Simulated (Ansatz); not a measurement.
**Profile along the Se–Be line in BeSe (zinc blende)**

BeSe (zinc blende)

```xyz
2
Lattice="0.0000 2.5645 2.5645 2.5645 0.0000 2.5645 2.5645 2.5645 0.0000" Properties=species:S:1:pos:R:3 pbc="T T T"
Se     3.8467     3.8467     3.8467
Be     0.0000     0.0000     0.0000
```

Fields along a shortest Se–Be line of a {110} plane (2.22 Å), from Se to Be, interpolated on the slice's grid (step about 0.3 Å). These are PBEsol (plane waves to 420 eV, PAW, scalar-relativistic; Ansatz, a first-principles code) values and carry that method's errors. k mesh 11×11×11. Inside the PAW spheres the values are not all-electron values, and peaks at nuclei hang on which shells count as valence. BeSe was relaxed with its symmetry unable to fall.

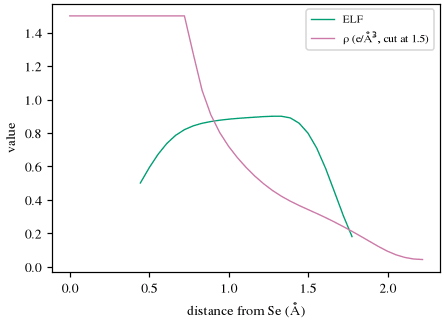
Fig. 1. ELF (away from the nuclei) and valence density from Se to Be.

Density on the Se–Be line (2.22 Å) at its midpoint: 0.59 e/Å³. ELF at that point: 0.9. ELF maximum in the middle third of the Se–Be line: 0.90, 1.3 Å from Se.
